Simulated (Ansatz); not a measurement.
# The dipole moment down a group: F to I

One atom is swapped for its congeners: C2H4F2 `FCCF`; C2H4ClF (1-chloro-2-fluoroethane) `FCCCl`; C2H4FI (1-fluoro-2-iodoethane) `FCCI`. The Br member is missing. All are singlets with charge 0.

Shapes, held fixed at every level: PBE0-D4/def2-TZVP. Flexible molecules stand in one conformer, not always the lowest. Programs: Ansatz 0.2.0. Values in D.

```
               level  C2H4F2  C2H4ClF  C2H4FI
   PBE-D4/def2-TZVPP    2.43     2.53    0.20
r2SCAN-D4/def2-TZVPP    2.54     2.67    0.16
 B3LYP-D4/def2-TZVPP    2.62     2.67    0.29
  wB97M-V/def2-TZVPP    2.61     2.66    0.30
```

At wB97M-V/def2-TZVPP the dipole moment isn't monotonic: it is largest for Cl and smallest for I (2.66 and 0.30 D). Every level shows the same order. For atoms past krypton def2 sets carry core potentials with scalar relativity. Magnitudes only: a dipole under 1 D may point either way.

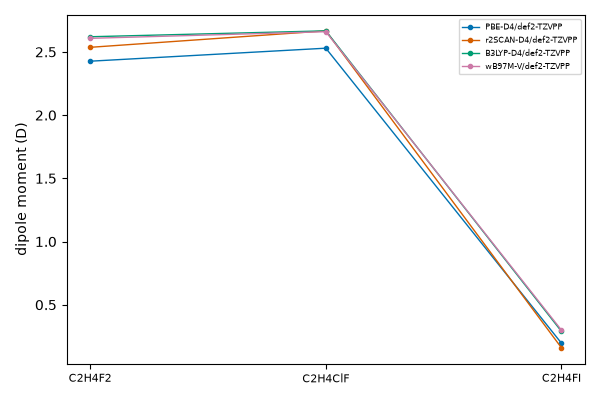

The trend along the series, level by level.
